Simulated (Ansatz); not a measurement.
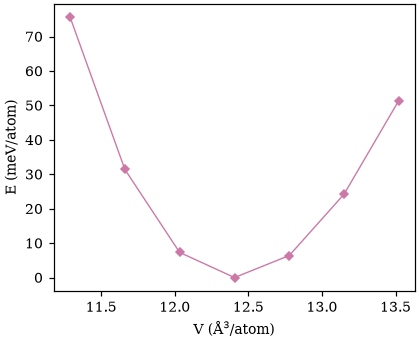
Figure. BPd₂ in space group Pnnm (No. 58; B on 2a, Pd on 4g) under volume change, plane-wave PAW PBEsol (Ansatz code), shape and atoms relaxed at each volume.

Task: What does a third-order Birch–Murnaghan fit give for V₀, B₀ and B′?

Result: V₀ = 12.41 Å³/atom, B₀ = 197 GPa, B′ = 5.3.

The first step of the workflow began from a Materials Project structure, measured or hypothetical; the Crystallography Open Database files this formula in space group No. 58, but the cells were not matched. Whether it is the stable phase at ambient conditions was not checked. Symmetry was held in the PBEsol relaxation; whether a distortion lowers the energy is not shown. The run is not spin-polarised.

Potentials: the later of the program's two PAW sets.
